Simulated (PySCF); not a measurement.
SMILES [SiH2](OC)SC (C2H8OSSi) at its GFN2-xTB optimised geometry (Å):

```
13

C      2.2336    -1.6539     0.0099
O      0.9695    -1.0705     0.0104
Si     0.6307     0.5022     0.0000
S     -1.4925     0.5022     0.0000
C     -1.7317     2.3060     0.0000
H      2.1052    -2.7361     0.0177
H      2.8009    -1.3494     0.8920
H      2.7947    -1.3616    -0.8805
H      1.1333     1.1810    -1.1959
H      1.1327     1.1955     1.1876
H     -1.2894     2.7334     0.8938
H     -1.2777     2.7361    -0.8864
H     -2.8009     2.4852    -0.0067
```

Level of theory: B3LYP/def2-TZVP (PySCF).

Map of the log10 of the electron density (e/bohr³), floored at −4 on the plane z = 0.6 Å:

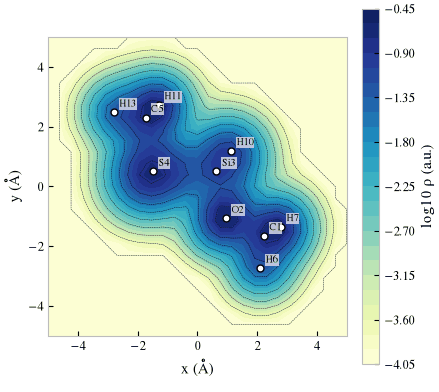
Figure: Log10 of the electron density (e/bohr³), floored at −4 on the plane z = 0.6 Å.
